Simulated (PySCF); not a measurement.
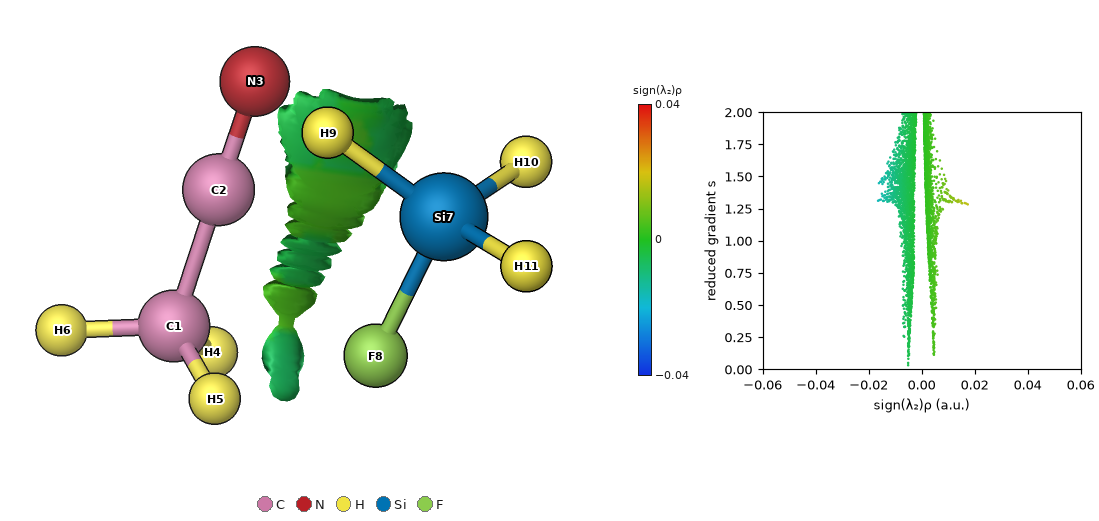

Figure 1: C$_{2}$H$_{6}$FNSi, SMILES `CC#N.[SiH3]F`. Non-covalent interaction surfaces between the fragments (reduced density gradient s = 0.5, coloured by sign(λ₂)ρ in a.u.; trimmed to the region between the fragments where ρ is under 0.06 a.u.). Fragment A: H3C2N (atoms 1–6); fragment B: SiH3F. The plot gives s against sign(λ₂)ρ for grid points between the fragments.

PySCF calculation, TPSS/def2-SVPD, gas phase; geometry: GFN2-xTB.

Input script:

```python
import numpy as np
from pyscf import gto, scf, dft
from pyscf.scf import atom_ks, atom_hf
from scipy.linalg import block_diag
from pyscf.dispersion import dftd3

def solve(mol, dm0=None, hcore=None):
    mf = (dft.UKS if mol.spin else dft.RKS)(mol, xc='tpss')
    mf.grids.level = 3
    mf = mf.density_fit(auxbasis='def2-universal-jkfit')
    mf.conv_tol, mf.max_cycle = 1e-8, 80
    if hcore is not None:
        mf.get_hcore = lambda *args: hcore
    mf.kernel(dm0)
    if not mf.converged:
        mf = mf.newton().run(mf.mo_coeff, mf.mo_occ, max_cycle=30)
    assert mf.converged, 'SCF not converged'
    return mf

mol = gto.M(atom='''
C     -2.30314     0.87748     0.00744
C     -1.78673    -0.46052    -0.00140
N     -1.36758    -1.52432    -0.00796
H     -2.86739     1.04702     0.92363
H     -1.46873     1.57585    -0.04051
H     -2.95355     1.02594    -0.85365
Si     1.86290    -0.26735     0.00630
F      1.01315     1.10594    -0.01466
H      1.49292    -0.94847    -1.21978
H      1.46315    -0.92951     1.23354
H      3.24686     0.18719     0.01997
''', basis='def2-svpd', charge=0, spin=0, verbose=4)
mol_a = gto.M(atom='''
C     -2.30314     0.87748     0.00744
C     -1.78673    -0.46052    -0.00140
N     -1.36758    -1.52432    -0.00796
H     -2.86739     1.04702     0.92363
H     -1.46873     1.57585    -0.04051
H     -2.95355     1.02594    -0.85365
ghost-Si     1.86290    -0.26735     0.00630
ghost-F      1.01315     1.10594    -0.01466
ghost-H      1.49292    -0.94847    -1.21978
ghost-H      1.46315    -0.92951     1.23354
ghost-H      3.24686     0.18719     0.01997
''', basis='def2-svpd', charge=0, spin=0, verbose=4)
mol_b = gto.M(atom='''
ghost-C     -2.30314     0.87748     0.00744
ghost-C     -1.78673    -0.46052    -0.00140
ghost-N     -1.36758    -1.52432    -0.00796
ghost-H     -2.86739     1.04702     0.92363
ghost-H     -1.46873     1.57585    -0.04051
ghost-H     -2.95355     1.02594    -0.85365
Si     1.86290    -0.26735     0.00630
F      1.01315     1.10594    -0.01466
H      1.49292    -0.94847    -1.21978
H      1.46315    -0.92951     1.23354
H      3.24686     0.18719     0.01997
''', basis='def2-svpd', charge=0, spin=0, verbose=4)
ab, a, b = solve(mol), solve(mol_a), solve(mol_b)
e_int = ab.e_tot - a.e_tot - b.e_tot
print('counterpoise-corrected interaction energy / kcal/mol', e_int * 627.5095)
def disp(atoms, charge):
    m = gto.M(atom=atoms, charge=charge, basis='sto-3g', spin=None, unit='Bohr', verbose=0)
    return dftd3.DFTD3Dispersion(m, xc='tpss', version='d3bj').get_dispersion()['energy']
e_disp = disp(mol._atom, mol.charge) - disp(mol._atom[:6], mol_a.charge) - disp(mol._atom[6:], mol_b.charge)
print('D3(BJ) part / kcal/mol', e_disp * 627.5095)
# spherically averaged free atoms, for the promolecule
atm = atom_ks.get_atm_nrks(mol, xc='tpss')
pro = block_diag(*[(atm[a[0]][2] * atm[a[0]][3]) @ atm[a[0]][2].T for a in mol._atom])
np.savez('result.npz', e_int=e_int, e_disp=e_disp, dm_a=a.make_rdm1(), dm_b=b.make_rdm1(), c=ab.mo_coeff, occ=ab.mo_occ, eps=ab.mo_energy, pro=pro, d=[f.dip_moment(verbose=0) for f in (ab, a, b)])
```

Launched as:

```sh
OMP_NUM_THREADS=1 python input.py
```

The run took 2.2 min on 1 thread of Arm Neoverse V1, with other jobs on the host, peak memory 0.64 GiB.

Partitions, critical points and surface values were worked out afterwards from this run's density.

**Which interactions hold the two fragments together?**

Bond critical points between the fragments: H5···F8, weak C–H hydrogen bond, 2.53 Å, ρ = 0.007 a.u.; N3···Si7, 3.47 Å, ρ = 0.005 a.u., a bond path close to vanishing (ellipticity 2.1); C2···F8, 3.21 Å, ρ = 0.005 a.u., a bond path close to vanishing (ellipticity 2.2). All are weak and appear green, as weak hydrogen bonds do. Several contacts close a ring, whose ring point adds a part with positive λ₂ between them. The pose is a local one from a semi-empirical search, not shown to be the most stable.

**How strongly are they bound?**

The counterpoise-corrected interaction energy of the frozen fragments is −1.7 kcal/mol without dispersion correction and −3.6 kcal/mol with D3(BJ). The pair geometry is semi-empirical, not a minimum at this level.
